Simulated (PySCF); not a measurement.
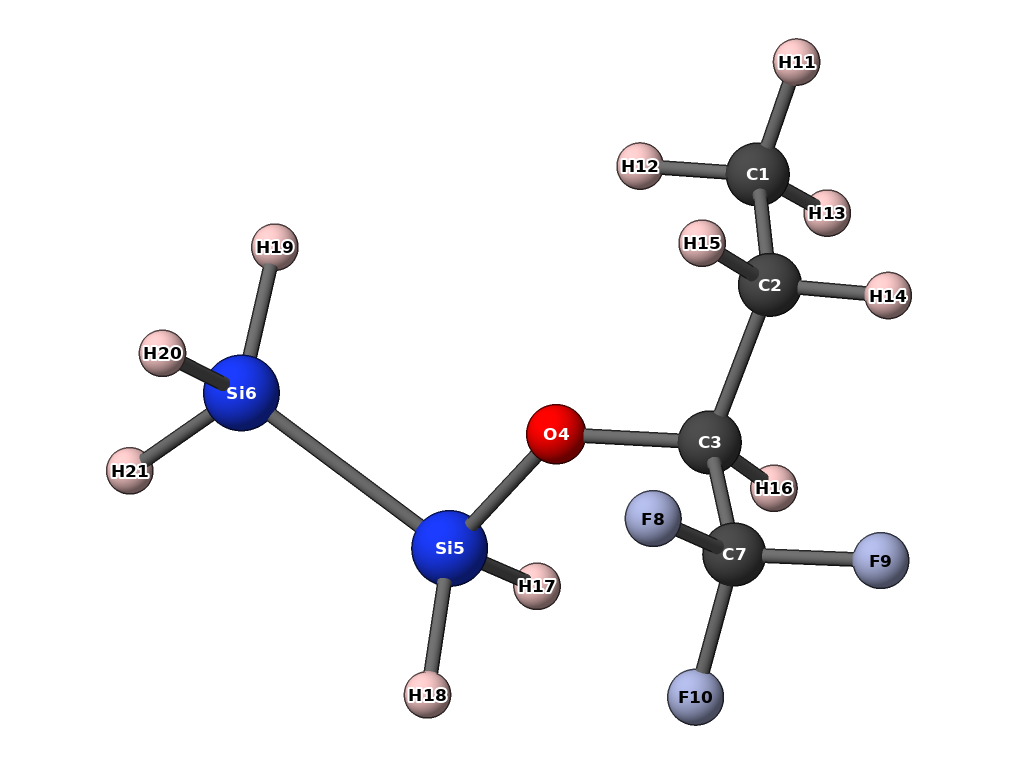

The questions are on isotropic NMR shieldings of the F atoms. Computed geometry: GFN2-xTB optimisation. No frequency run is at hand to confirm it as a minimum. Properties computed with GIAO PBE0/pcSseg-1 NMR shielding, non-relativistic, gas phase (PySCF 2.14.0).

List the isotropic NMR shieldings of the F atoms.

```
atom  σ (ppm)
  F8    276.2
  F9    262.9
 F10    256.4
```

The geometry is semi-empirical. Around Si such bond lengths and angles can be off by a tenth of an ångström or more and by several degrees, and values that hang on the shape move with them.
